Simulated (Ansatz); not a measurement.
Run report: C2H8N2OW, geometry relaxation (part 1 of 2)

- system: C2H8N2OW
- method: RKS PBE-D4/def2-SVP (Ansatz 0.2.0)

The geometry: force-field start. Figures and captions count atoms from 1; the log counts them from 0 in places.

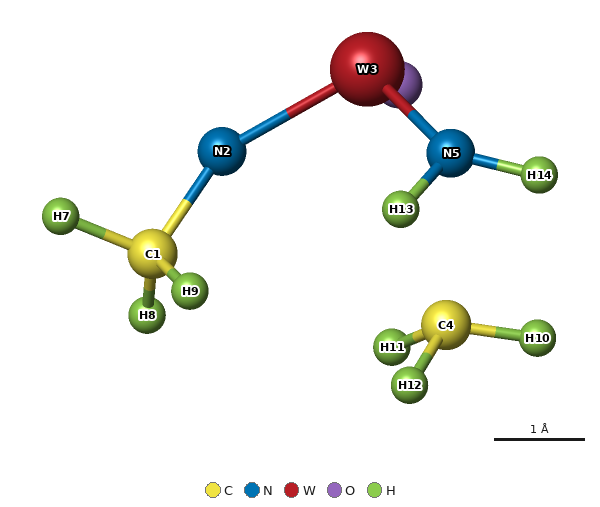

The input geometry (ball-and-stick view, seen at a tilt; atoms are numbered from 1 in the order of the input). Sticks mark near contacts. Bond lengths as drawn: C–H 1.04 to 1.15 Å, C–N 1.45 Å, H–N 1.03 to 1.06 Å, N–W 1.75 to 1.94 Å and O–W 1.25 Å.

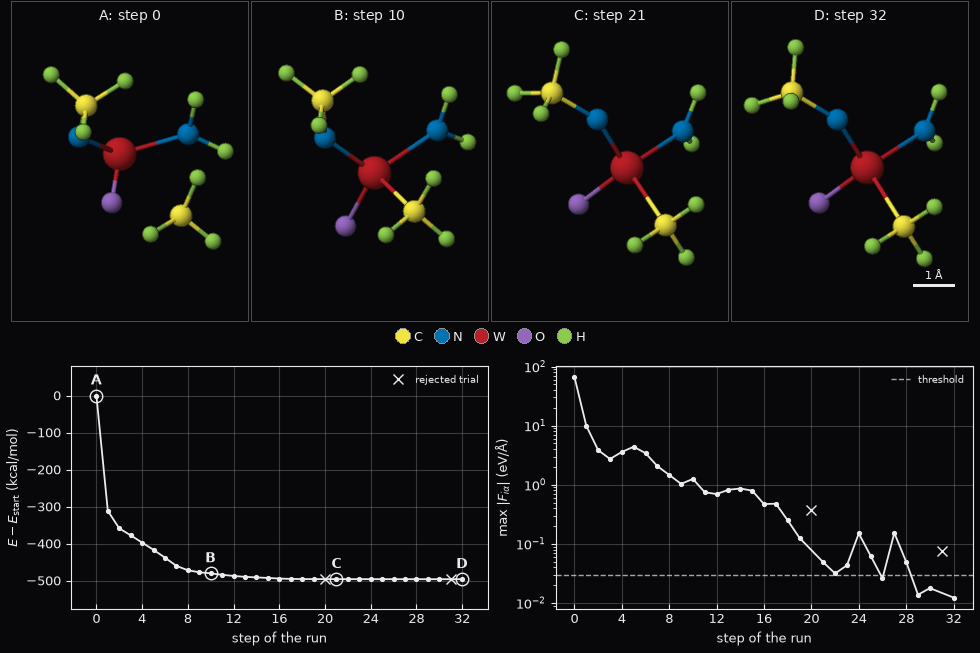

Frames of the relaxation (ball-and-stick view, seen at a tilt) above the curves, on which the letters mark them (the first geometry is step 0 here and step 1 in the log).

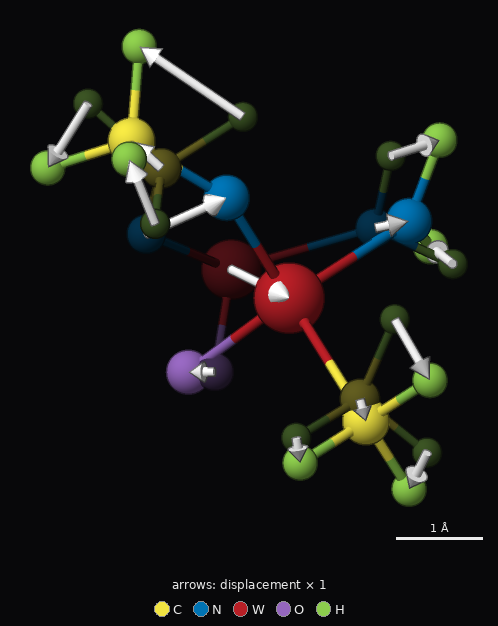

Start (faint) and end (solid) with the displacements as white arrows, at true length (ball-and-stick view, seen at a tilt). The two geometries are laid on each other by the best rigid fit. The energy falls by 496.1 kcal/mol in 32 geometry steps. Largest force component: 66 eV/Å at the start, 0.012 eV/Å at the end. The line search rejected the trial steps at points 20, 31 (counted from 0) and went back. The atom that moves furthest after the best rigid fit is H9 (1.46 Å). By element the largest moves are H 1.46 Å, W 1.37 Å, N 1.21 Å, C 0.47 Å, O 0.33 Å. Distances before and after: W3–C4 3.251 → 2.135 Å, W3–O6 1.251 → 1.736 Å, W3–N5 1.750 → 1.967 Å, N2–W3 1.945 → 1.775 Å. New bonds form: W3–C4 (3.25 → 2.13 Å). Among the angles that change: N2–W3–O6 85.0° → 113.1°, C1–N2–W3 138.5° → 153.1°, W3–N5–H14 135.9° → 122.3°. (Atoms are counted from 1 in the order of the input.)

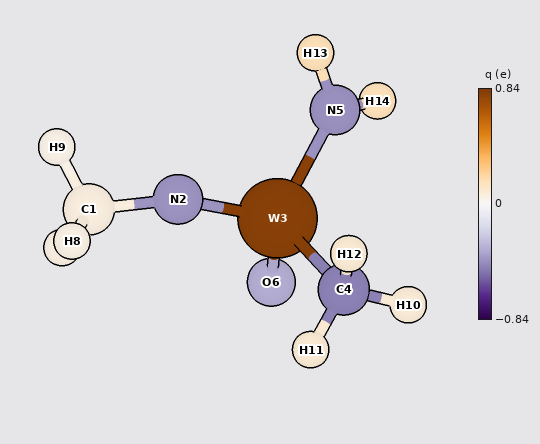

Mulliken charges, as the colour of each atom (ball-and-stick view, seen at a tilt; atoms are numbered from 1 in the order of the input; Mulliken charges depend strongly on the basis). By element: C −0.46 to +0.06, N −0.41, W +0.80, O −0.32 and H +0.04 to +0.16 e.

The input that produced these results follows, with the program's output.

**Input**
```yaml
crystal:
  periodic: [false, false, false]
  atoms:
    - {symbol: C, position_ang: [-1.998300, -0.561600, -0.061900]}
    - {symbol: N, position_ang: [-1.332600, 0.477200, -0.818600]}
    - {symbol: W, position_ang: [0.027200, 1.839000, -0.539800]}
    - {symbol: C, position_ang: [1.523100, -1.045400, -0.426700]}
    - {symbol: N, position_ang: [0.872300, 1.609400, 0.974800]}
    - {symbol: O, position_ang: [0.605000, 1.304800, -1.512200]}
    - {symbol: H, position_ang: [-3.106500, -0.294100, -0.108700]}
    - {symbol: H, position_ang: [-1.816700, -1.499100, -0.521900]}
    - {symbol: H, position_ang: [-1.700700, -0.490700, 1.023700]}
    - {symbol: H, position_ang: [2.558700, -1.010800, -0.354800]}
    - {symbol: H, position_ang: [1.126800, -1.738300, -1.219000]}
    - {symbol: H, position_ang: [1.072800, -1.423300, 0.560000]}
    - {symbol: H, position_ang: [0.303500, 1.169500, 1.750200]}
    - {symbol: H, position_ang: [1.852400, 1.634200, 1.283800]}
basis:
  gaussian: {orbitals: def2-SVP}
hamiltonian: {xc: pbe, dispersion: d4}
relax: {f_tol: 0.03, max_steps: 200}
```

Command:
```bash
ansatz run in.yaml --threads 4 --pin off --events-out ev --progress --plain --max-ram 11315MiB
```

**Output**
```
Functional definition: PBE
  name "PBE"
  cite "Perdew, Burke & Ernzerhof, Phys. Rev. Lett. 77, 3865 (1996) doi:10.1103/PhysRevLett.77.3865"
  parent pbe
  parameter kappa = 0.804
  parameter beta = 0.06672455060314922
  exchange = pbe_x(kappa = kappa, mu = beta*pi^2/3)
  correlation = pbe_c(beta = beta)
1574 factors; their error is unknown
mean field evaluation 1: about -8984.9735 eV, gradient 1.3e2 eV
mean field evaluation 2: about -8510.7300 eV, gradient 3.5e2 eV
mean field evaluation 4: about -8948.1897 eV, gradient 1.5e2 eV
mean field evaluation 8: about -9025.4575 eV, gradient 1.7e1 eV
mean field evaluation 16: about -9025.0423 eV, gradient 1.7e1 eV
mean field evaluation 32: about -9025.6850 eV, gradient 8.3e0 eV
mean field evaluation 64: about -9025.5187 eV, gradient 1.1e1 eV
mean field -9026.15638333 eV, -331.7051289389 hartree, gradient 1.7e-5 eV, S^2 0.000000; 9 other end points of the search recorded, 0 dependent functions left out
the calculation of the forces begins
reference -9026.15643587 eV, -331.7051308698 hartree; 28, 28 occupied and 114, 114 virtual orbitals, 1574 factors
relax step   1: F+E_penalty+E_count = -9026.52163391 eV  Δ(F+E_penalty+E_count) = +0.000e0 eV  max|allowed force component| = 6.612e1 eV/Å  Δτ_max = 0.0000 Å  (265 SCF iters, accepted)
these checks for a lower state are left out or cut short: starts, cluster_reference, orbital_swaps, neighbouring_geometries, increment
1574 factors; their error is unknown
mean field -9039.67870921 eV, -332.2020652493 hartree, gradient 3.3e-5 eV, S^2 0.000000; 1 other end points of the search recorded, 0 dependent functions left out
[... from here on the field's lines of each further geometry are left out, up to the last ...]
relax step   2: F+E_penalty+E_count = -9040.03165005 eV  Δ(F+E_penalty+E_count) = -1.351e1 eV  max|allowed force component| = 9.898e0 eV/Å  Δτ_max = 0.1917 Å  (108 SCF iters, accepted)
relax step   3: F+E_penalty+E_count = -9042.08180724 eV  Δ(F+E_penalty+E_count) = -2.050e0 eV  max|allowed force component| = 3.846e0 eV/Å  Δτ_max = 0.1945 Å  (102 SCF iters, accepted)
relax step   4: F+E_penalty+E_count = -9042.89758396 eV  Δ(F+E_penalty+E_count) = -8.158e-1 eV  max|allowed force component| = 2.727e0 eV/Å  Δτ_max = 0.0974 Å  (89 SCF iters, accepted)
relax step   5: F+E_penalty+E_count = -9043.74553538 eV  Δ(F+E_penalty+E_count) = -8.480e-1 eV  max|allowed force component| = 3.589e0 eV/Å  Δτ_max = 0.1462 Å  (96 SCF iters, accepted)
relax step   6: F+E_penalty+E_count = -9044.59874186 eV  Δ(F+E_penalty+E_count) = -8.532e-1 eV  max|allowed force component| = 4.392e0 eV/Å  Δτ_max = 0.1949 Å  (108 SCF iters, accepted)
relax step   7: F+E_penalty+E_count = -9045.51425962 eV  Δ(F+E_penalty+E_count) = -9.155e-1 eV  max|allowed force component| = 3.417e0 eV/Å  Δτ_max = 0.1993 Å  (69 SCF iters, accepted)
relax step   8: F+E_penalty+E_count = -9046.47605969 eV  Δ(F+E_penalty+E_count) = -9.618e-1 eV  max|allowed force component| = 2.061e0 eV/Å  Δτ_max = 0.1949 Å  (46 SCF iters, accepted)
relax step   9: F+E_penalty+E_count = -9046.98964362 eV  Δ(F+E_penalty+E_count) = -5.136e-1 eV  max|allowed force component| = 1.462e0 eV/Å  Δτ_max = 0.1949 Å  (45 SCF iters, accepted)
relax step  10: F+E_penalty+E_count = -9047.22538260 eV  Δ(F+E_penalty+E_count) = -2.357e-1 eV  max|allowed force component| = 1.035e0 eV/Å  Δτ_max = 0.1949 Å  (39 SCF iters, accepted)
relax step  11: F+E_penalty+E_count = -9047.35032181 eV  Δ(F+E_penalty+E_count) = -1.249e-1 eV  max|allowed force component| = 1.253e0 eV/Å  Δτ_max = 0.1960 Å  (40 SCF iters, accepted)
relax step  12: F+E_penalty+E_count = -9047.52354889 eV  Δ(F+E_penalty+E_count) = -1.732e-1 eV  max|allowed force component| = 7.449e-1 eV/Å  Δτ_max = 0.1999 Å  (40 SCF iters, accepted)
relax step  13: F+E_penalty+E_count = -9047.65565407 eV  Δ(F+E_penalty+E_count) = -1.321e-1 eV  max|allowed force component| = 6.949e-1 eV/Å  Δτ_max = 0.1947 Å  (40 SCF iters, accepted)
relax step  14: F+E_penalty+E_count = -9047.76080869 eV  Δ(F+E_penalty+E_count) = -1.052e-1 eV  max|allowed force component| = 8.220e-1 eV/Å  Δτ_max = 0.1951 Å  (39 SCF iters, accepted)
relax step  15: F+E_penalty+E_count = -9047.82743858 eV  Δ(F+E_penalty+E_count) = -6.663e-2 eV  max|allowed force component| = 8.618e-1 eV/Å  Δτ_max = 0.1911 Å  (39 SCF iters, accepted)
relax step  16: F+E_penalty+E_count = -9047.88996828 eV  Δ(F+E_penalty+E_count) = -6.253e-2 eV  max|allowed force component| = 7.941e-1 eV/Å  Δτ_max = 0.1593 Å  (39 SCF iters, accepted)
relax step  17: F+E_penalty+E_count = -9047.96233645 eV  Δ(F+E_penalty+E_count) = -7.237e-2 eV  max|allowed force component| = 4.699e-1 eV/Å  Δτ_max = 0.1472 Å  (38 SCF iters, accepted)
relax step  18: F+E_penalty+E_count = -9048.00299542 eV  Δ(F+E_penalty+E_count) = -4.066e-2 eV  max|allowed force component| = 4.779e-1 eV/Å  Δτ_max = 0.1864 Å  (39 SCF iters, accepted)
relax step  19: F+E_penalty+E_count = -9048.02117111 eV  Δ(F+E_penalty+E_count) = -1.818e-2 eV  max|allowed force component| = 2.494e-1 eV/Å  Δτ_max = 0.0505 Å  (33 SCF iters, accepted)
relax step  20: F+E_penalty+E_count = -9048.02547395 eV  Δ(F+E_penalty+E_count) = -4.303e-3 eV  max|allowed force component| = 1.256e-1 eV/Å  Δτ_max = 0.0592 Å  (33 SCF iters, accepted)
relax step  21: F+E_penalty+E_count = -9048.00265496 eV  Δ(F+E_penalty+E_count) = +2.282e-2 eV  max|allowed force component| = 3.673e-1 eV/Å  Δτ_max = 0.2000 Å  (39 SCF iters, rejected (line search))
relax step  22: F+E_penalty+E_count = -9048.02929365 eV  Δ(F+E_penalty+E_count) = -3.820e-3 eV  max|allowed force component| = 4.873e-2 eV/Å  Δτ_max = 0.0774 Å  (33 SCF iters, accepted)
relax step  23: F+E_penalty+E_count = -9048.03028411 eV  Δ(F+E_penalty+E_count) = -9.905e-4 eV  max|allowed force component| = 3.151e-2 eV/Å  Δτ_max = 0.0226 Å  (33 SCF iters, accepted)
relax step  24: F+E_penalty+E_count = -9048.03133494 eV  Δ(F+E_penalty+E_count) = -1.051e-3 eV  max|allowed force component| = 4.327e-2 eV/Å  Δτ_max = 0.0529 Å  (34 SCF iters, accepted)
relax step  25: F+E_penalty+E_count = -9048.03170134 eV  Δ(F+E_penalty+E_count) = -3.664e-4 eV  max|allowed force component| = 1.496e-1 eV/Å  Δτ_max = 0.0884 Å  (33 SCF iters, accepted)
relax step  26: F+E_penalty+E_count = -9048.03300698 eV  Δ(F+E_penalty+E_count) = -1.306e-3 eV  max|allowed force component| = 6.272e-2 eV/Å  Δτ_max = 0.0143 Å  (34 SCF iters, accepted)
relax step  27: F+E_penalty+E_count = -9048.03393038 eV  Δ(F+E_penalty+E_count) = -9.234e-4 eV  max|allowed force component| = 2.610e-2 eV/Å  Δτ_max = 0.0387 Å  (33 SCF iters, accepted)
relax step  28: F+E_penalty+E_count = -9048.03416116 eV  Δ(F+E_penalty+E_count) = -2.308e-4 eV  max|allowed force component| = 1.524e-1 eV/Å  Δτ_max = 0.1100 Å  (32 SCF iters, accepted)
relax step  29: F+E_penalty+E_count = -9048.03524108 eV  Δ(F+E_penalty+E_count) = -1.080e-3 eV  max|allowed force component| = 4.976e-2 eV/Å  Δτ_max = 0.0108 Å  (34 SCF iters, accepted)
relax step  30: F+E_penalty+E_count = -9048.03560403 eV  Δ(F+E_penalty+E_count) = -3.630e-4 eV  max|allowed force component| = 1.375e-2 eV/Å  Δτ_max = 0.0196 Å  (33 SCF iters, accepted)
relax step  31: F+E_penalty+E_count = -9048.03589954 eV  Δ(F+E_penalty+E_count) = -2.955e-4 eV  max|allowed force component| = 1.779e-2 eV/Å  Δτ_max = 0.0403 Å  (32 SCF iters, accepted)
relax step  32: F+E_penalty+E_count = -9048.03587030 eV  Δ(F+E_penalty+E_count) = +2.924e-5 eV  max|allowed force component| = 7.460e-2 eV/Å  Δτ_max = 0.0623 Å  (32 SCF iters, rejected (line search))
the calculation of the forces begins
reference -9047.71553957 eV, -332.4974133174 hartree; 28, 28 occupied and 114, 114 virtual orbitals, 1574 factors
relax step  33: F+E_penalty+E_count = -9048.03605968 eV  Δ(F+E_penalty+E_count) = -1.601e-4 eV  max|allowed force component| = 1.232e-2 eV/Å  Δτ_max = 0.0304 Å  (34 SCF iters, accepted)
1574 factors; their error is unknown
mean field evaluation 384: about -9047.7887 eV, gradient 3.3e-2 eV
mean field -9047.71547019 eV, -332.4974107675 hartree, gradient 2.1e-5 eV, S^2 0.000000; 1 other end points of the search recorded, 0 dependent functions left out
the calculation of the forces begins
reference -9047.71553957 eV, -332.4974133174 hartree; 28, 28 occupied and 114, 114 virtual orbitals, 1574 factors
Total energy: -9048.03612907 eV, -332.5091947641 hartree
Atom 0 at    -2.458278    -0.510172    -0.043538 Å, force    -0.011369    -0.003265    -0.003283 eV/Å
Atom 1 at    -1.088285    -0.191678     0.191328 Å, force     0.002843    -0.001384     0.006188 eV/Å
Atom 2 at     0.450785     0.587983    -0.226946 Å, force     0.000643     0.000551    -0.001238 eV/Å
Atom 3 at     1.751225    -1.055175    -0.633529 Å, force     0.000553     0.001205    -0.001430 eV/Å
Atom 4 at     1.114770     1.577682     1.337576 Å, force    -0.000082     0.000356    -0.003083 eV/Å
Atom 5 at     0.368175     1.511814    -1.694423 Å, force    -0.000370    -0.000476     0.000873 eV/Å
Atom 6 at    -2.870144    -0.008463    -0.949317 Å, force     0.002645    -0.005964     0.007731 eV/Å
Atom 7 at    -2.583877    -1.608604    -0.176129 Å, force    -0.000780     0.012323     0.002048 eV/Å
Atom 8 at    -3.087135    -0.216980     0.827605 Å, force     0.006338    -0.002425    -0.010457 eV/Å
Atom 9 at     2.763695    -0.683644    -0.901807 Å, force    -0.000139     0.000271     0.000057 eV/Å
Atom 10 at     1.367976    -1.657323    -1.483444 Å, force     0.000404    -0.000875    -0.000440 eV/Å
Atom 11 at     1.835064    -1.720437     0.250737 Å, force    -0.000286    -0.000137    -0.000060 eV/Å
Atom 12 at     0.722504     1.529744     2.283031 Å, force    -0.001017    -0.000206     0.002900 eV/Å
Atom 13 at     1.700525     2.416053     1.247756 Å, force     0.000617     0.000027     0.000195 eV/Å
Dipole moment:    -0.005748    -0.033227     0.597815 e Å
```

**Trajectory as extended XYZ (Å, eV, eV/Å), 16 of the 33 frames kept, from step=1 to step=33**
```
14
Properties=species:S:1:pos:R:3:forces:R:3 step=1 energy=-9026.52163
C    -1.9983   -0.5616   -0.0619   -0.8994   3.7572   0.8681
N    -1.3326    0.4772   -0.8186    0.8058   0.3515   1.1460
W     0.0272    1.8390   -0.5398  -48.2862  35.9939  56.9197
C     1.5231   -1.0454   -0.4267   -3.0608  -2.2586   0.8736
N     0.8723    1.6094    0.9748    4.4872  -1.7414   8.2511
O     0.6050    1.3048   -1.5122   42.5724 -34.6919 -66.1179
H    -3.1065   -0.2941   -0.1087    0.4919  -0.6169   0.1557
H    -1.8167   -1.4991   -0.5219    0.2057  -1.8163  -0.4739
H    -1.7007   -0.4907    1.0237   -0.3122  -0.6760  -0.2592
H     2.5587   -1.0108   -0.3548    2.7426   0.2903  -0.0373
H     1.1268   -1.7383   -1.2190    0.2846   0.6675   0.0531
H     1.0728   -1.4233    0.5600    0.3538   0.6880  -0.8067
H     0.3035    1.1695    1.7502    0.5962   0.6671  -0.3603
H     1.8524    1.6342    1.2838    0.0184  -0.6144  -0.2120
14
Properties=species:S:1:pos:R:3:forces:R:3 step=3 energy=-9042.08181
C    -2.0243   -0.5245   -0.0409   -0.1144   0.3582  -0.3455
N    -1.3537    0.5006   -0.7678   -0.6515   2.1831   1.0819
W    -0.1768    1.8482   -0.5284   -1.3028  -3.8458  -0.3870
C     1.5145   -1.1246   -0.3998   -0.3966  -1.1397   0.4211
N     0.8665    1.6185    1.0521   -0.1495   1.2262   1.7298
O     0.8556    1.3533   -1.7492    2.2221   1.2218  -2.6891
H    -3.1191   -0.3154   -0.0941    0.0171  -0.2972   0.1231
H    -1.8227   -1.5088   -0.5096   -0.0825  -0.2926   0.1579
H    -1.7215   -0.5211    1.0327   -0.1234  -0.3171   0.0321
H     2.5996   -0.9970   -0.3632    0.2882   0.4133  -0.1523
H     1.1223   -1.7243   -1.2409   -0.0010   0.3555  -0.1308
H     1.0651   -1.4135    0.5720   -0.0413   0.3074  -0.0922
H     0.3181    1.1684    1.7922    0.2123  -0.0479   0.3932
H     1.8636    1.6111    1.2739    0.1232  -0.1251  -0.1422
```
